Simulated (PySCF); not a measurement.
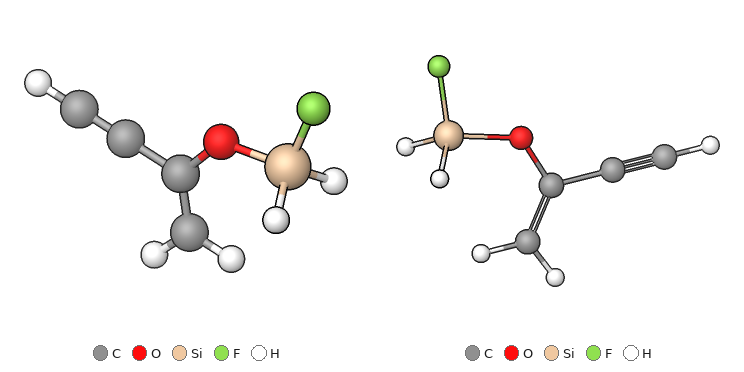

Two views of one molecule.

Question: Count the atoms of each element.

Answer: C4H5FOSi, 12 atoms: 4 carbon, 5 hydrogen, 1 fluorine, 1 oxygen and 1 silicon.

Question: Name some functional groups or characteristic bonds that it holds.

Answer: Among them: alkene, alkyne, Si–H bond, Si–O bond.

Question: Give a SMILES string for it.

Answer: C#CC(=C)O[SiH2]F

More results for the same structure follow; atom numbers are the same in all pictures, views and colours differ. The geometry was computed by an optimisation with PBE0-D3(BJ)/def2-SVP. No frequency run is at hand to confirm it as a minimum.

### Quadrupole coupling

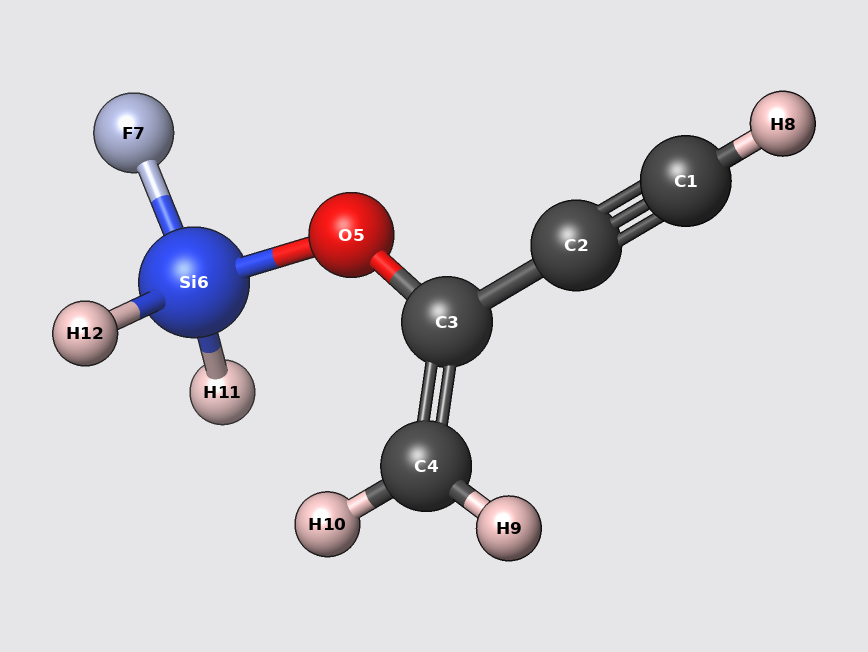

No frequency run is at hand to confirm it as a minimum. Electric field gradients from the ground-state density, PBE0/def2-TZVP (PySCF 2.14.0), non-relativistic apart from any core potentials.

Give the largest field-gradient component, the quadrupole coupling constant and the asymmetry for 17O at O5 (Q = −25.6 mb), 2H at H8 (Q = 2.86 mb), 2H at H9 (Q = 2.86 mb), 2H at H10 (Q = 2.86 mb), 2H at H11 (Q = 2.86 mb).

| atom | V_zz (a.u.) | e²qQ/h (MHz) | η |
| --- | --- | --- | --- |
| O5 | 1.555 | −9.35 | 0.16 |
| H8 | 0.325 | 0.218 | 0.01 |
| H9 | 0.300 | 0.201 | 0.07 |
| H10 | 0.296 | 0.199 | 0.09 |
| H11 | 0.144 | 0.097 | 0.02 |

### Bond orders

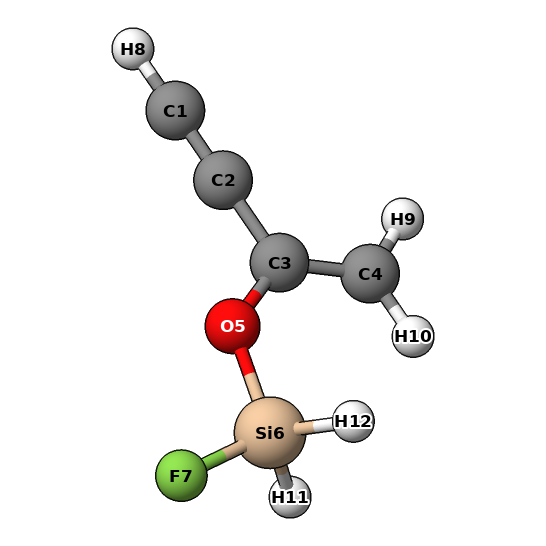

Every bond is drawn as one stick. No frequency run is at hand to confirm it as a minimum. Computed with PBE0/STO-3G (PySCF 2.14.0).

Question: Which bond has the highest Mayer bond order?

Answer: C1–C2, 2.86, at a length of 1.212 Å.

List the Mayer bond orders of C1–C2, C1–H8, C2–C3, C3–C4, C3–O5, C4–H9, C4–H10, O5–Si6, Si6–F7, Si6–H11, Si6–H12. Atoms whose distances differ by more than 0.02 Å in this geometry are listed apart.

| bond | Mayer order | length (Å) |
| --- | --- | --- |
| C1–C2 | 2.86 | 1.212 |
| C1–H8 | 0.98 | 1.075 |
| C2–C3 | 1.08 | 1.434 |
| C3–C4 | 1.72 | 1.345 |
| C3–O5 | 1.08 | 1.354 |
| C4–H9 | 0.97 | 1.089 |
| C4–H10 | 0.97 | 1.093 |
| O5–Si6 | 0.80 | 1.666 |
| Si6–F7 | 0.99 | 1.611 |
| Si6–H11 | 0.86 | 1.484 |
| Si6–H12 | 0.86 | 1.484 |

### NMR shielding

The questions are on isotropic NMR shieldings of the C atoms. No frequency run is at hand to confirm it as a minimum. Level of theory: GIAO PBE0/def2-SVP NMR shielding, non-relativistic, gas phase (PySCF 2.14.0).

List the isotropic NMR shieldings of the C atoms.

```
atom  σ (ppm)
  C1    115.6
  C2    117.2
  C3     55.6
  C4     92.9
```
